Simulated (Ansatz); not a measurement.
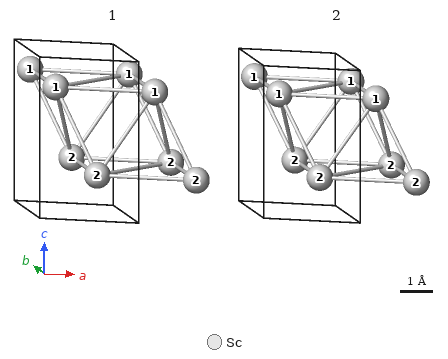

Two geometries of crystalline Sc (built on the hcp type), drawn at one scale. One is the start of a relaxation, the other its converged end. Style: ball-and-stick. Shown: the cell of the calculation, repeated 2 × 2 × 1 with one cell outlined, slightly off an axis.

Computed with DFT LDA, scalar-relativistic, plane waves, PAW in Ansatz 0.2.0. Set-up: plane-wave cutoff 600 eV; k-point mesh 14 × 14 × 8; occupations gaussian; smearing width 0.05 eV; no spin polarisation; cell and atoms relaxed; force threshold 0.01 eV/Å; at most 60 steps.

> Which geometry has the lower energy?

Structure 2 is the relaxed one. The atoms keep their places relative to the cell (all moves are under 0.005 Å). Cell: a = b 3.310 → 3.227 Å (−2.5 %), c 5.276 → 4.989 Å (−5.4 %). Volume −10.1 %. Near-neighbour distances that change, for instance: Sc1–Sc2 3.258 → 3.113 Å, Sc1–Sc1 3.310 → 3.227 Å. The space group stays P6_3/mmc (No. 194). The energy falls by 50.1 meV per atom in 2 accepted moves (3 points after the start). All forces vanish by symmetry, so only the cell relaxes. The pressure goes from −5.44 to 0.01 GPa. The SCF was repeated once at an unchanged geometry on a basis and grid sized afresh for the cell, which shifted the energy by 0.1 meV per atom at most. The run took roughly 24 core-seconds on a shared host.
